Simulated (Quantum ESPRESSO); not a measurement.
# Collinear magnetic orders of InNi2SbO6 with Quantum ESPRESSO, part 2 of 3

A self-consistent run ends on one state, which hangs on the start. Several orders of InNi2SbO6 are started in Quantum ESPRESSO and their energies compared.

Quantum ESPRESSO 7.5; PBEsol with U = 6 eV on Ni d (ortho-atomic projectors); plane waves with GBRV 1.5 PBEsol potentials, no spin-orbit coupling.

So far, absolute magnetization (μB): step 2 (run 1 (ferro ++)) 4.07.

**3. Run 2, typed as antiferro +−**

pw.in reads:

```
&CONTROL
  calculation = 'scf'
  prefix = 'pwscf'
  outdir = './tmp'
  pseudo_dir = './pseudo'
  disk_io = 'nowf'
/
&SYSTEM
  ibrav = 0
  celldm(1) = 8
  nat = 10
  ntyp = 5
  ecutwfc = 40
  ecutrho = 280
  nbnd = 64
  occupations = 'smearing'
  smearing = 'fd'
  degauss = 0.00367493
  nspin = 2
  starting_magnetization(1) = 0
  starting_magnetization(2) = 0.1111
  starting_magnetization(3) = -0.1111
  starting_magnetization(4) = 0
  starting_magnetization(5) = 0
/
&ELECTRONS
  conv_thr = 2d-08
  electron_maxstep = 150
  mixing_beta = 0.3
/
ATOMIC_SPECIES
In    114.8180 in_pbesol_v1.4.uspp.F.UPF
Ni1    58.6934 ni_pbesol_v1.4.uspp.F.UPF
Ni2    58.6934 ni_pbesol_v1.4.uspp.F.UPF
Sb    121.7600 sb_pbesol_v1.4.uspp.F.UPF
O      15.9990 o_pbesol_v1.2.uspp.F.UPF
CELL_PARAMETERS alat
   0.6243546544384    0.3604713278128    1.1212377622045
  -0.6243546544384    0.3604713278128    1.1212377622045
   0.0000000000000   -0.7209426556257    1.1212377622045
ATOMIC_POSITIONS crystal
In      0.2056830000    0.2056830000    0.2056830000
Ni1     0.9983680000    0.9983680000    0.9983680000
Ni2     0.4931743300    0.4931743300    0.4931743300
Sb      0.6959510000    0.6959510000    0.6959510000
O       0.7864580000    0.0838620000    0.4128670000
O       0.0838620000    0.4128670000    0.7864580000
O       0.4128670000    0.7864580000    0.0838620000
O       0.3021400000    0.8828500000    0.6150450000
O       0.8828500000    0.6150450000    0.3021400000
O       0.6150450000    0.3021400000    0.8828500000
K_POINTS automatic
6 6 6 0 0 0
HUBBARD {ortho-atomic}
U Ni1-3d 6.0000
U Ni2-3d 6.0000
```

Run with:

```
OMP_NUM_THREADS=1 mpirun -n 4 pw.x -nk 4 -in pw.in > pw.out
```

The log of the run:

```text
[banner, memory and clock lines left out]
Program PWSCF v.7.5 starts

     Message from routine setup:
     using ibrav=0 with symmetry is DISCOURAGED, use correct ibrav instead

     bravais-lattice index     =            0
     lattice parameter (alat)  =       8.0000  a.u.
     unit-cell volume          =     775.2129 (a.u.)^3
     number of atoms/cell      =           10
     number of atomic types    =            5
     number of electrons       =       100.00
     number of Kohn-Sham states=           64
     kinetic-energy cutoff     =      40.0000  Ry
     charge density cutoff     =     280.0000  Ry
     scf convergence threshold =      2.0E-08
     mixing beta               =       0.3000
     number of iterations used =            8  plain     mixing
     Exchange-correlation= SLA  PW   PSX  PSC
                           (   1   4  10   8   0   0   0)
     Hubbard projectors: ortho-atomic
     Hubbard parameters of DFT+U (Dudarev formulation) in eV:
     U(Ni1-3d) =  6.0000
     U(Ni2-3d) =  6.0000

     Internal variables: lda_plus_u =T, lda_plus_u_kind = 0

     Internal variables: orbital_resolved =F, hub_pot_fix =F, apply_U = F

     celldm(1)=   8.000000  celldm(2)=   0.000000  celldm(3)=   0.000000
     celldm(4)=   0.000000  celldm(5)=   0.000000  celldm(6)=   0.000000

     crystal axes: (cart. coord. in units of alat)
               a(1) = (   0.624355   0.360471   1.121238 )
               a(2) = (  -0.624355   0.360471   1.121238 )
               a(3) = (   0.000000  -0.720943   1.121238 )

     reciprocal axes: (cart. coord. in units 2 pi/alat)
               b(1) = (  0.800827  0.462358  0.297290 )
               b(2) = ( -0.800827  0.462358  0.297290 )
               b(3) = (  0.000000 -0.924715  0.297290 )

     PseudoPot. # 1 for In read from file:
     in_pbesol_v1.4.uspp.F.UPF
     Pseudo is Ultrasoft + core correction, Zval = 13.0

     PseudoPot. # 2 for Ni read from file:
     ni_pbesol_v1.4.uspp.F.UPF
     Pseudo is Ultrasoft + core correction, Zval = 18.0

     PseudoPot. # 3 for Ni read from file:
     ni_pbesol_v1.4.uspp.F.UPF
     Pseudo is Ultrasoft + core correction, Zval = 18.0

     PseudoPot. # 4 for Sb read from file:
     sb_pbesol_v1.4.uspp.F.UPF
     Pseudo is Ultrasoft + core correction, Zval = 15.0

     PseudoPot. # 5 for O  read from file:
     o_pbesol_v1.2.uspp.F.UPF
     Pseudo is Ultrasoft + core correction, Zval =  6.0

     atomic species   valence    mass     pseudopotential
     In               13.00   114.81800     In( 1.00)
     Ni1              18.00    58.69340     Ni( 1.00)
     Ni2              18.00    58.69340     Ni( 1.00)
     Sb               15.00   121.76000     Sb( 1.00)
     O                 6.00    15.99900     O ( 1.00)

     Starting magnetic structure
     atomic species   magnetization
     In              0.000
     Ni1             0.111
     Ni2            -0.111
     Sb              0.000
     O               0.000

      3 Sym. Ops. (no inversion) found

   Cartesian axes

     site n.     atom                  positions (alat units)
         1        In     tau(   1) = (  -0.0000000  -0.0000000   0.6918586  )
         2        Ni1    tau(   2) = (  -0.0000000  -0.0000000   3.3582237  )
         3        Ni2    tau(   3) = (  -0.0000000  -0.0000000   1.6588970  )
         4        Sb     tau(   4) = (   0.0000000  -0.0000000   2.3409796  )
         5        O      tau(   5) = (   0.4386691   0.0160720   1.4387577  )
         6        O      tau(   6) = (  -0.2054158  -0.3879346   1.4387577  )
         7        O      tau(   7) = (  -0.2332533   0.3718626   1.4387577  )
         8        O      tau(   8) = (  -0.3625690  -0.0162573   2.0182672  )
         9        O      tau(   9) = (   0.1672053   0.3221226   2.0182672  )
        10        O      tau(  10) = (   0.1953637  -0.3058653   2.0182672  )

     number of k points=    40  Fermi-Dirac smearing, width (Ry)=  0.0037
                       cart. coord. in units 2pi/alat
        k(    1) = (   0.0000000   0.0000000   0.0000000), wk =   0.0046296
        k(    2) = (   0.0000000  -0.1541192   0.0495484), wk =   0.0277778
        k(    3) = (   0.0000000  -0.3082384   0.0990968), wk =   0.0277778
        k(    4) = (   0.0000000   0.4623576  -0.1486452), wk =   0.0138889
        k(    5) = (  -0.1334711  -0.0770596   0.0990968), wk =   0.0277778
        [... 35 further k-points ...]

     Dense  grid:    61349 G-vectors     FFT dimensions: (  60,  60,  60)

     Smooth grid:    26491 G-vectors     FFT dimensions: (  45,  45,  45)

     Check: negative core charge=   -0.000007
     Generating pointlists ...
     new r_m :   0.2073 (alat units)  1.6584 (a.u.) for type    1
     new r_m :   0.1999 (alat units)  1.5992 (a.u.) for type    2
     new r_m :   0.2026 (alat units)  1.6205 (a.u.) for type    3
     new r_m :   0.1953 (alat units)  1.5627 (a.u.) for type    4
     new r_m :   0.1953 (alat units)  1.5627 (a.u.) for type    5

     Initial potential from superposition of free atoms

     starting charge      93.5000, renormalised to     100.0000

     STARTING HUBBARD OCCUPATIONS:

     =================== HUBBARD OCCUPATIONS ===================
     ------------------------ ATOM    2 ------------------------
     Tr[ns(  2)] (up, down, total) =   5.00000  3.00000  8.00000
     Atomic magnetic moment for atom   2 =   2.00000
     [... lines left out ...]
     ------------------------ ATOM    3 ------------------------
     Tr[ns(  3)] (up, down, total) =   3.00000  5.00000  8.00000
     Atomic magnetic moment for atom   3 =  -2.00000
     [... lines left out ...]
     Number of occupied Hubbard levels =   16.0000

     Atomic wfc used for Hubbard projectors are orthogonalized

     Starting wfcs are   68 randomized atomic wfcs

     Self-consistent Calculation

     iteration #  1     ecut=    40.00 Ry     beta= 0.30
     Davidson diagonalization with overlap
     ethr =  1.00E-02,  avg # of iterations =  3.5

     =================== HUBBARD OCCUPATIONS ===================
     ------------------------ ATOM    2 ------------------------
     Tr[ns(  2)] (up, down, total) =   2.55784  0.26937  2.82721
     Atomic magnetic moment for atom   2 =   2.28847
     [... lines left out ...]
     ------------------------ ATOM    3 ------------------------
     Tr[ns(  3)] (up, down, total) =   0.28012  2.81771  3.09783
     Atomic magnetic moment for atom   3 =  -2.53758
     [... lines left out ...]
     Number of occupied Hubbard levels =    5.9250

     total energy              =   -1174.40126183 Ry
     estimated scf accuracy    <      66.39843890 Ry

     total magnetization       =    -0.27 Bohr mag/cell
     absolute magnetization    =     5.49 Bohr mag/cell

     iteration #  2     ecut=    40.00 Ry     beta= 0.30
     Davidson diagonalization with overlap
     ethr =  1.00E-02,  avg # of iterations =  3.0

     total energy              =   -1194.96685403 Ry
     estimated scf accuracy    <      40.09979991 Ry

     total magnetization       =     0.00 Bohr mag/cell
     absolute magnetization    =     0.37 Bohr mag/cell

     [... further iterations left out ...]

     iteration # 21     ecut=    40.00 Ry     beta= 0.30
     Davidson diagonalization with overlap
     ethr =  4.31E-11,  avg # of iterations =  1.1

     total energy              =   -1197.11374298 Ry
     estimated scf accuracy    <       0.00000003 Ry

     total magnetization       =    -0.00 Bohr mag/cell
     absolute magnetization    =     3.82 Bohr mag/cell

     iteration # 22     ecut=    40.00 Ry     beta= 0.30
     Davidson diagonalization with overlap
     ethr =  2.78E-11,  avg # of iterations =  2.0

     Magnetic moment per site  (integrated on atomic sphere of radius R)
     atom   1 (R=0.207)  charge=  9.3053  magn=  0.0011
     atom   2 (R=0.200)  charge= 15.5143  magn=  1.6892
     atom   3 (R=0.203)  charge= 15.5595  magn= -1.6985
     atom   4 (R=0.195)  charge= 10.0943  magn= -0.0011
     atom   5 (R=0.195)  charge=  5.4765  magn=  0.0060
     atom   6 (R=0.195)  charge=  5.4765  magn=  0.0060
     atom   7 (R=0.195)  charge=  5.4765  magn=  0.0060
     atom   8 (R=0.195)  charge=  5.4950  magn= -0.0038
     atom   9 (R=0.195)  charge=  5.4950  magn= -0.0038
     atom  10 (R=0.195)  charge=  5.4950  magn= -0.0038

     End of self-consistent calculation

     =================== HUBBARD OCCUPATIONS ===================
     ------------------------ ATOM    2 ------------------------
     Tr[ns(  2)] (up, down, total) =   4.97356  3.25079  8.22435
     Atomic magnetic moment for atom   2 =   1.72277
     [... lines left out ...]
     ------------------------ ATOM    3 ------------------------
     Tr[ns(  3)] (up, down, total) =   3.24232  4.97482  8.21714
     Atomic magnetic moment for atom   3 =  -1.73249
     [... lines left out ...]
     Number of occupied Hubbard levels =   16.4415

     [... lines left out ...]
     the Fermi energy is    10.2204 ev

!    total energy              =   -1197.11374328 Ry
     estimated scf accuracy    <       0.00000001 Ry
     smearing contrib. (-TS)   =      -0.00000000 Ry
     internal energy E=F+TS    =   -1197.11374328 Ry

     The total energy is F=E-TS. E is the sum of the following terms:
     one-electron contribution =    -672.15047496 Ry
     hartree contribution      =     399.34419724 Ry
     xc contribution           =    -194.84473658 Ry
     ewald contribution        =    -729.59168876 Ry
     Hubbard energy            =       0.12895978 Ry

     total magnetization       =    -0.00 Bohr mag/cell
     absolute magnetization    =     3.82 Bohr mag/cell

     convergence has been achieved in  22 iterations
```

Elapsed: 3.5 min, on 4 MPI ranks of Arm Neoverse V2, shared host; peak memory 1 GiB; 14 min of CPU time.

Spin moment in the atom's sphere by atom:

```
atom  spin moment in the atom's sphere (μB)
 In1                                   0.00
 Ni2                                   1.69
 Ni3                                  -1.70
 Sb4                                   0.00
  O5                                   0.01
  O6                                   0.01
  O7                                   0.01
  O8                                   0.00
  O9                                   0.00
 O10                                   0.00
```

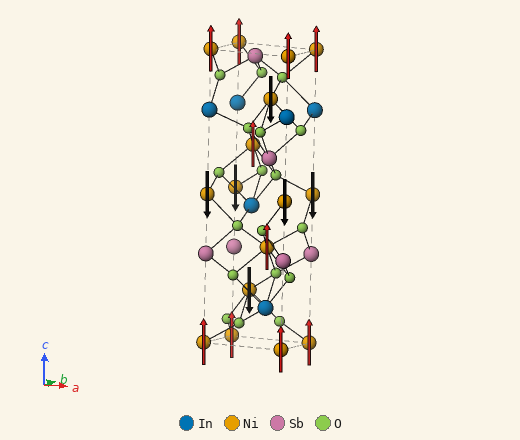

Spin moment in the atom's sphere as arrows, the longest 1.70 μB. Up and down stand for the sign. Arrows give size and sign along the axis of quantisation, drawn up and down the page. The two directions have two colours. Bonds to atoms that aren't drawn are left out. Some periodic images of atoms are drawn too.

Numbers from this step:

- smearing term TS: 5.90e-8 eV
- magnetization: 0 μB
- absolute magnetization: 3.82 μB
- final state: antiferromagnetic

**4. Ranking**

An order is kept where moments of 0.15 μB or more survive with the typed signs; meshes match where a doubled cell samples the same k points as the first cell.

Orders:

```
       start        final state  typed order kept  energy over the lowest (meV a seeded atom)  largest site moment (μB)  net moment (μB a cell of the first run)  mesh matched  CPU time (s)
    ferro ++      ferromagnetic               yes                                       22.03                     1.711                                        4           yes         848.3
antiferro +-  antiferromagnetic               yes                                           0                     1.699                                        0           yes           838
```

**5. The lowest state again, with its states saved**

Edit pw.in of step 3 so:

```diff
@@ -5,3 +5,3 @@
   pseudo_dir = './pseudo'
-  disk_io = 'nowf'
+  disk_io = 'low'
 /
@@ -14,3 +14,3 @@
   ecutrho = 280
-  nbnd = 64
+  nbnd = 68
   occupations = 'smearing'
```

The log of the run:

```text
     [... lines left out ...]
Program PWSCF v.7.5 starts
     [... lines left out ...]
     number of atoms/cell      =           10
     [... lines left out ...]
     number of electrons       =       100.00
     number of Kohn-Sham states=           68
     kinetic-energy cutoff     =      40.0000  Ry
     charge density cutoff     =     280.0000  Ry
     scf convergence threshold =      2.0E-08
     [... lines left out ...]
      3 Sym. Ops. (no inversion) found
     [... lines left out ...]
     number of k points=    40  Fermi-Dirac smearing, width (Ry)=  0.0037
     [... lines left out ...]
     iteration # 22     ecut=    40.00 Ry     beta= 0.30
     [... lines left out ...]
     Magnetic moment per site  (integrated on atomic sphere of radius R)
     atom   1 (R=0.207)  charge=  9.3053  magn=  0.0011
     atom   2 (R=0.200)  charge= 15.5143  magn=  1.6892
     atom   3 (R=0.203)  charge= 15.5595  magn= -1.6986
     atom   4 (R=0.195)  charge= 10.0943  magn= -0.0011
     atom   5 (R=0.195)  charge=  5.4765  magn=  0.0060
     atom   6 (R=0.195)  charge=  5.4765  magn=  0.0060
     atom   7 (R=0.195)  charge=  5.4765  magn=  0.0060
     atom   8 (R=0.195)  charge=  5.4950  magn= -0.0038
     atom   9 (R=0.195)  charge=  5.4950  magn= -0.0038
     atom  10 (R=0.195)  charge=  5.4950  magn= -0.0038
     [... lines left out ...]
     Tr[ns(  2)] (up, down, total) =   4.97356  3.25078  8.22435
     [... lines left out ...]
     Tr[ns(  3)] (up, down, total) =   3.24233  4.97482  8.21715
     [... lines left out ...]
     the Fermi energy is    10.2204 ev
!    total energy              =   -1197.11374331 Ry
     estimated scf accuracy    <          5.5E-09 Ry
     smearing contrib. (-TS)   =      -0.00000000 Ry
     [... lines left out ...]
     total magnetization       =    -0.00 Bohr mag/cell
     absolute magnetization    =     3.82 Bohr mag/cell
     convergence has been achieved in  22 iterations
```

Run time: 3.7 min. Hardware: 4 MPI ranks; peak memory 1 GiB.

This step gave:

```
smearing term TS       : 5.90e-8 eV
magnetization          : 0 μB
absolute magnetization : 3.82 μB
final state            : antiferromagnetic
largest moment         : 1.699 μB
```

[end of part 2 of 3]

[Logs and program files are shortened in this print: banners, set-up blocks, solver, clock and traceback lines can be left out without a mark of their own.]

[Logs are printed without paths, hosts, clocks, repeated set-up lines and the standing remarks that a program may print on its own settings, such as how far it seeks lower states.]

[Hosts, paths, dates, database ids (printed as entryN), source tags and the programs' standing remarks are cut or masked in the printed files.]

[Where a cell is said to come from a database of computed structures, the database is the Materials Project.]
